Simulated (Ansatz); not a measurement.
# Al7As7 zinc blende off sphere (Al7As7): geometry, orbitals and charge

Aim: characterise Al7As7 zinc blende off sphere (Al7As7) as a singlet: its structure, frontier levels and distribution of charge.

Program: Ansatz 0.2.0, Gaussian basis. Level of theory: RKS PBE0-D4/def2-TZVP. These are calculated values, not measurements.

The runs, in order: relaxation at PBE-D4/def2-SVP; a single point at PBE0-D4/def2-TZVP.

### 1 The system as given

14 atoms, charge 0, spin multiplicity 1.

Atoms are counted from 1 here; the program's logs count them from 0.

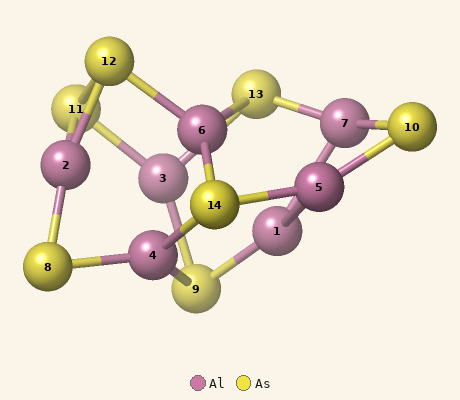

Start geometry, drawn with aluminium pink, arsenic yellow; atoms are numbered from 1 in the order of the file.

Coordinates:

```xyz
14

Al    0.4519   -2.0474    0.3744
Al   -1.9478    1.7948   -1.2814
Al   -0.1092   -0.4064   -1.9639
Al   -2.0188   -0.5455    0.0293
Al    0.9763   -0.8176    2.7627
Al    0.4537    0.9030    0.3293
Al    2.8928   -1.0175    1.0432
As   -3.8971    0.7512   -0.5095
As   -1.1912   -2.5262   -1.3592
As    3.2595   -1.0529    3.3719
As   -0.3491    1.6230   -3.1850
As    0.0782    3.0396   -0.8284
As    2.3971   -0.0898   -1.0589
As   -0.9963    0.3915    2.2755
```

The start is a GFN2-xTB geometry.

### 2 Relaxation at PBE-D4/def2-SVP

Input file in.yaml:

```yaml
crystal:
  periodic: [false, false, false]
  atoms:
    - {symbol: Al, position_ang: [0.451870, -2.047380, 0.374360]}
    - {symbol: Al, position_ang: [-1.947830, 1.794830, -1.281370]}
    - {symbol: Al, position_ang: [-0.109220, -0.406370, -1.963850]}
    - {symbol: Al, position_ang: [-2.018800, -0.545460, 0.029340]}
    - {symbol: Al, position_ang: [0.976260, -0.817590, 2.762720]}
    - {symbol: Al, position_ang: [0.453740, 0.902960, 0.329280]}
    - {symbol: Al, position_ang: [2.892820, -1.017530, 1.043220]}
    - {symbol: As, position_ang: [-3.897100, 0.751250, -0.509550]}
    - {symbol: As, position_ang: [-1.191170, -2.526240, -1.359160]}
    - {symbol: As, position_ang: [3.259470, -1.052890, 3.371860]}
    - {symbol: As, position_ang: [-0.349080, 1.623040, -3.185000]}
    - {symbol: As, position_ang: [0.078190, 3.039590, -0.828420]}
    - {symbol: As, position_ang: [2.397100, -0.089770, -1.058940]}
    - {symbol: As, position_ang: [-0.996260, 0.391540, 2.275500]}
basis:
  gaussian: {orbitals: def2-SVP}
hamiltonian: {xc: pbe, dispersion: d4}
scf: {lower_state_search: "off"}
output: {orbitals: {seedname: orbitals}}
relax: {f_tol: 0.03, max_steps: 70}
```

Run with:

```bash
$ ansatz run in.yaml --threads 2 --pin off --events-out ev --progress --plain --max-ram 32768MiB --backend cuda --devices 0, --max-vram 18GiB
```

What it wrote, shortened:

```text
Functional definition: PBE
  name "PBE"
  cite "Perdew, Burke & Ernzerhof, Phys. Rev. Lett. 77, 3865 (1996) doi:10.1103/PhysRevLett.77.3865"
  parent pbe
[...]
3892 factors; their error is unknown
[...]
mean field -471922.51801072 eV, -17342.8326563222 hartree, gradient 2.6e-6 eV, S^2 0.000000; 0 other end points of the search recorded, 0 dependent functions left out
[...]
reference -471922.51806048 eV, -17342.8326581508 hartree; 161, 161 occupied and 189, 189 virtual orbitals, 3892 factors
relax step   1: F+E_penalty+E_count = -471924.18902174 eV  Δ(F+E_penalty+E_count) = +0.000e0 eV  max|allowed force component| = 1.071e0 eV/Å  Δτ_max = 0.0000 Å  (48 SCF iters, accepted)
[...]
relax step   4: F+E_penalty+E_count = -471924.91964682 eV  Δ(F+E_penalty+E_count) = -6.701e-2 eV  max|allowed force component| = 3.444e-1 eV/Å  Δτ_max = 0.1952 Å  (33 SCF iters, accepted)
[...]
relax step   7: F+E_penalty+E_count = -471925.06528118 eV  Δ(F+E_penalty+E_count) = -7.790e-2 eV  max|allowed force component| = 3.063e-1 eV/Å  Δτ_max = 0.1943 Å  (30 SCF iters, accepted)
[...]
relax step  10: F+E_penalty+E_count = -471925.29845741 eV  Δ(F+E_penalty+E_count) = -6.532e-2 eV  max|allowed force component| = 3.426e-1 eV/Å  Δτ_max = 0.1953 Å  (30 SCF iters, accepted)
[...]
Total energy: -471925.34744190 eV, -17342.9366360003 hartree
Atom 0 at     0.778956    -1.883590     0.015755 Å, force    -0.007496    -0.004976     0.011163 eV/Å
Atom 1 at    -1.900454     2.170292    -1.266513 Å, force     0.007965    -0.012910    -0.007965 eV/Å
Atom 2 at    -1.397531    -0.378275    -2.105372 Å, force    -0.022867    -0.003043     0.022740 eV/Å
Atom 3 at    -2.089492    -0.718465     0.473606 Å, force     0.008315     0.000550    -0.011611 eV/Å
Atom 4 at     0.957450    -1.260027     2.581721 Å, force    -0.005560    -0.003673    -0.008170 eV/Å
Atom 5 at     0.597704     1.006220     0.243663 Å, force    -0.001354     0.000942    -0.011824 eV/Å
Atom 6 at     3.146133    -0.827468     1.174960 Å, force     0.001747     0.000378     0.002404 eV/Å
Atom 7 at    -3.568361     0.462003    -1.086980 Å, force     0.015355    -0.007125    -0.002029 eV/Å
Atom 8 at    -1.299758    -2.586744    -1.018879 Å, force     0.002683     0.004511    -0.005538 eV/Å
Atom 9 at     3.107142    -0.812643     3.520556 Å, force     0.000738    -0.000625    -0.003781 eV/Å
Atom 10 at    -0.108413     1.600230    -2.940795 Å, force     0.005930     0.007540    -0.000934 eV/Å
Atom 11 at     0.249342     3.140159    -0.815039 Å, force     0.000895     0.000276     0.008921 eV/Å
Atom 12 at     2.366851    -0.270580    -1.034785 Å, force    -0.003536     0.008251    -0.005267 eV/Å
Atom 13 at    -0.839579     0.358868     2.258092 Å, force    -0.002814     0.009904     0.011891 eV/Å
Dipole moment:    -0.158092    -0.149699    -0.076403 e Å
Checks for a lower state left out: stability, starts, cluster_reference, orbital_swaps, neighbouring_geometries, increment
```

Wall time 59 s (1 × H100 (card shared with other runs) with 2 threads of AMD EPYC 7R13, shared host).

Step by step: (the energy doesn't fall at every step)

```
step  energy from step 1 (eV)  largest force component (eV/Å)
   1                   0.0000                          1.0706
   2                  -0.5277                          0.3188
   3                  -0.6636                          0.3562
   4                  -0.7306                          0.3444
   5                  -0.7649                          0.1918
   6                  -0.7984                          0.1825
   7                  -0.8763                          0.3063
   8                  -0.9544                          0.2539
   9                  -1.0441                          0.2841
  10                  -1.1094                          0.3426
  11                  -1.1168                          0.2839
  12                  -1.1379                          0.2285
  13                  -1.1506                          0.1617
  14                  -1.1274                          0.2279
  15                  -1.1584                          0.0229
```

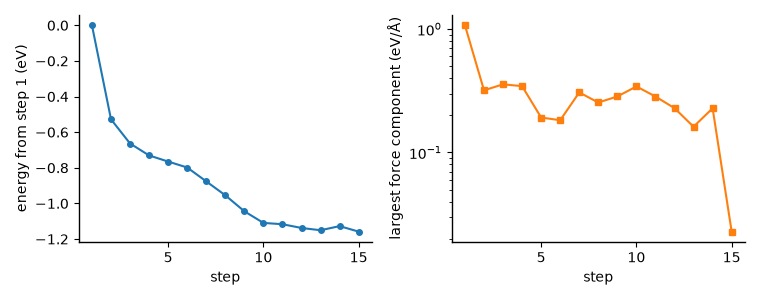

Energy and largest force along the relaxation.

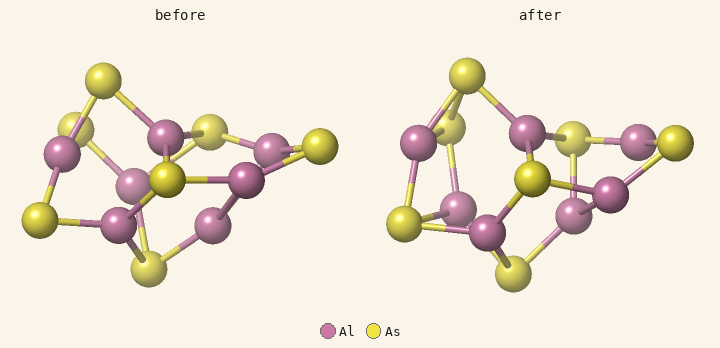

Before and after, at one scale.

Distances of close pairs at the start and the end, largest changes first:

| bond | before (Å) | after (Å) | change (Å) |
| --- | --- | --- | --- |
| Al3–As8 | 4.219 | 2.541 | -1.679 |
| Al3–As13 | 2.683 | 3.915 | +1.232 |
| Al2–Al4 | 2.683 | 3.378 | +0.694 |
| Al3–Al6 | 2.700 | 3.379 | +0.679 |
| Al1–As13 | 3.110 | 2.495 | -0.614 |
| Al2–Al3 | 2.948 | 2.730 | -0.218 |
| Al4–As14 | 2.640 | 2.430 | -0.209 |
| As11–As12 | 2.783 | 2.649 | -0.133 |

Contacts that opened: Al3–As13 2.68 to 3.92 Å.

Bonds by kind at the end (by distance):

| bond | count | shortest (Å) | longest (Å) |
| --- | --- | --- | --- |
| Al–As | 18 | 2.346 | 2.558 |
| As–As | 1 | 2.649 | 2.649 |
| Al–Al | 1 | 2.647 | 2.647 |

### 3 Single point, PBE0-D4/def2-TZVP

start.molden holds the orbitals of an earlier run on this state, given as this run's starting guess.

Input file in.yaml:

```yaml
crystal:
  periodic: [false, false, false]
  atoms:
    - {symbol: Al, position_ang: [0.778956, -1.883590, 0.015755]}
    - {symbol: Al, position_ang: [-1.900454, 2.170292, -1.266513]}
    - {symbol: Al, position_ang: [-1.397531, -0.378275, -2.105372]}
    - {symbol: Al, position_ang: [-2.089492, -0.718465, 0.473606]}
    - {symbol: Al, position_ang: [0.957450, -1.260027, 2.581721]}
    - {symbol: Al, position_ang: [0.597704, 1.006220, 0.243663]}
    - {symbol: Al, position_ang: [3.146133, -0.827468, 1.174960]}
    - {symbol: As, position_ang: [-3.568361, 0.462003, -1.086980]}
    - {symbol: As, position_ang: [-1.299758, -2.586744, -1.018879]}
    - {symbol: As, position_ang: [3.107142, -0.812643, 3.520556]}
    - {symbol: As, position_ang: [-0.108413, 1.600230, -2.940795]}
    - {symbol: As, position_ang: [0.249342, 3.140159, -0.815039]}
    - {symbol: As, position_ang: [2.366851, -0.270580, -1.034785]}
    - {symbol: As, position_ang: [-0.839579, 0.358868, 2.258092]}
basis:
  gaussian: {orbitals: def2-TZVP, fitting: {mean_field: def2-universal-jkfit}, initial_orbitals: start.molden}
hamiltonian: {xc: pbe0, dispersion: d4}
scf: {omitted_lower_state_checks: [starts]}
output: {orbitals: {seedname: orbitals}}
```

The command is unchanged.

What it wrote, shortened:

```text
Functional definition: PBE0
  name "PBE0"
  cite "Adamo & Barone, J. Chem. Phys. 110, 6158 (1999) doi:10.1063/1.478522"
  cite "Perdew, Burke & Ernzerhof, Phys. Rev. Lett. 77, 3865 (1996) doi:10.1103/PhysRevLett.77.3865"
  parent pbe
[...]
2758 factors; integrals over basis functions are off by at most 2.4e-1 eV
[...]
mean field -472008.38869951 eV, -17345.9883459302 hartree, gradient 2.4e-5 eV, S^2 0.000000; 0 other end points of the search recorded, 0 dependent functions left out
reference -472008.38873933 eV, -17345.9883473934 hartree; 161, 161 occupied and 434, 434 virtual orbitals, 2758 factors
Total energy: -472009.87705352 eV, -17346.0430419313 hartree
Checks for a lower state left out: starts
```

Run time: 18 s. Hardware: 1 × H100 (card shared with other runs) with 2 threads of AMD EPYC 7R13, shared host.

HOMO -5.57 eV, LUMO -3.60 eV.

Mulliken charges, from this run's orbitals:

Al1 0.13; Al2 0.25; Al3 0.27; Al4 0.26; Al5 0.20; Al6 0.16; Al7 0.26; As8 -0.23; As9 -0.26; As10 -0.24; As11 -0.20; As12 -0.14; As13 -0.21; As14 -0.25

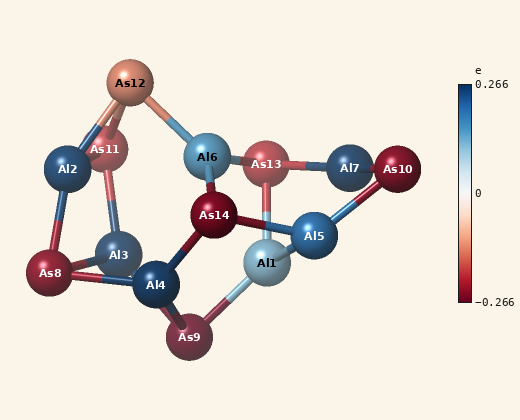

Mulliken charges, from this run's orbitals, as colours on the atoms.

Largest Mayer bond orders: Al7–As10 1.40; Al5–As10 1.25; Al2–As8 1.04; Al7–As13 1.03; Al2–As12 0.99; Al4–As14 0.98; Al6–As12 0.95; Al3–As9 0.94; Al4–As8 0.93; Al1–As9 0.93.

Orbitals, density, ELF and potential are computed afterwards from the orbital file.

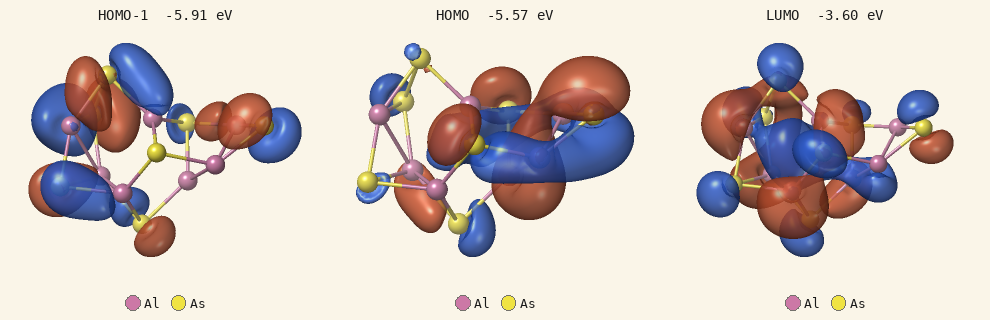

Frontier orbitals at PBE0-D4/def2-TZVP; each surface holds 70 % of the orbital's density, blue and red mark the sign.

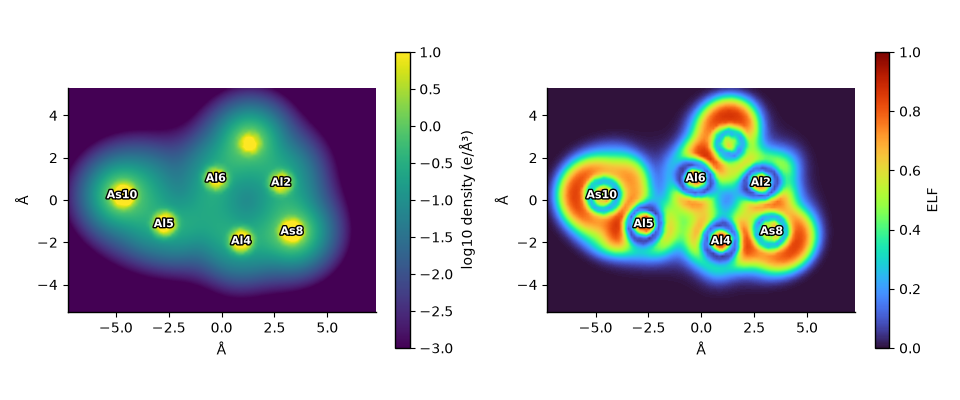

Density (left) and ELF (right) in a plane through or near 6 of the atoms.

### 4 Outcome

| quantity | value |
| --- | --- |
| point group | C1 |
| commonest bond | Al–As, 18 of mean length 2.457 Å |
| HOMO, LUMO at PBE0-D4/def2-TZVP | -5.57, -3.60 eV |
| dipole at PBE-D4/def2-SVP | 1.11 D |

In words: The relaxation broke 3 and made 2 bonds, so the end is another structure than the start. No usable vibrations, so a minimum isn't proven. The HOMO lies nearest to As10 28 %; Al1, Al5 about 14 % each and the LUMO to Al3, Al4 about 15 % each; Al2, Al6 about 9 % each. Whether this spin is the lowest isn't tested here. The point group is read from a loosely relaxed geometry; soft torsions can leave it below the true symmetry.
